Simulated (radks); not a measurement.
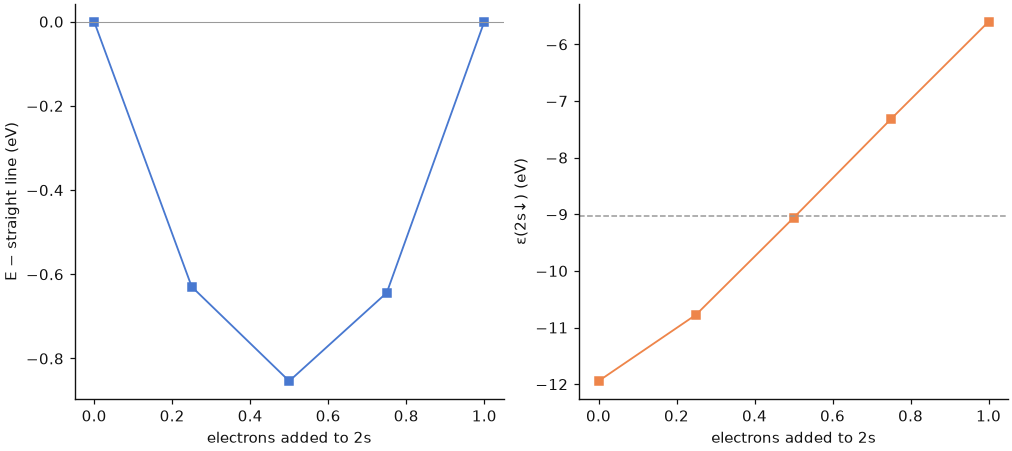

The occupation of the 2s shell is varied from Be⁺ ([He] 2s1 (high spin)) to Be ([He] 2s2), with spherical fractional occupations. The plot shows the total energy less the straight line between the end points, and the eigenvalue of 2s↓ (the dashed line is minus the energy to take the whole electron out). The values are computed.

> Was this Hartree-Fock or a semilocal functional, and how does the plot tell?

It was a semilocal functional (LDA, GGA or meta-GGA): non-relativistic Kohn-Sham, LDA (Slater exchange, Perdew-Wang correlation), spin-polarised, spherical densities, point nucleus, computed with the in-house radial solver radks. The curve is convex (below the straight line), with the largest deviation among the points computed, −0.85 eV, at 0.5. The end points differ by 9.03 eV, the energy to take the electron out. The eigenvalue, which is the slope of the energy (Janak's theorem), moves from −11.9 eV at 0 to −5.60 eV at 1; for a straight line it would stay constant, and a parabola would sag by an eighth of this change, scaled to a whole electron, 0.79 eV. Convexity is the delocalisation error: fractional charges are too low in energy. For an s shell Hartree-Fock would as a rule bend the other way.
